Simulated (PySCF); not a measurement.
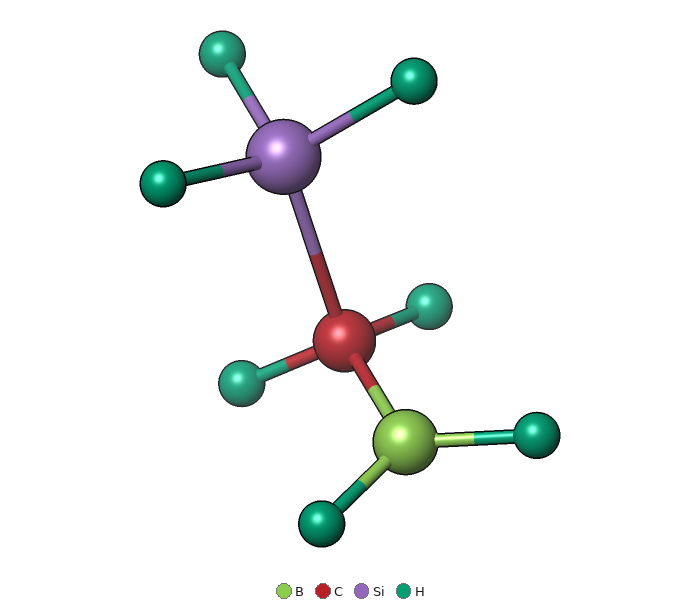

Computed geometry: PBE0-D3(BJ)/def2-SVP optimisation. No frequency run is at hand to confirm it as a minimum.

Draw it as a skeletal formula.

SMILES: BC[SiH3]

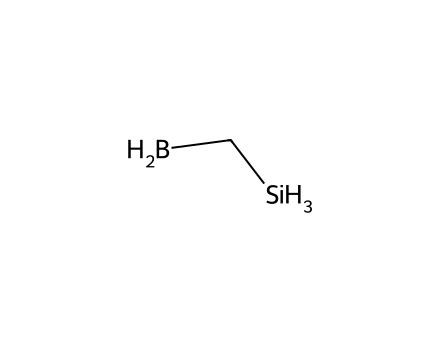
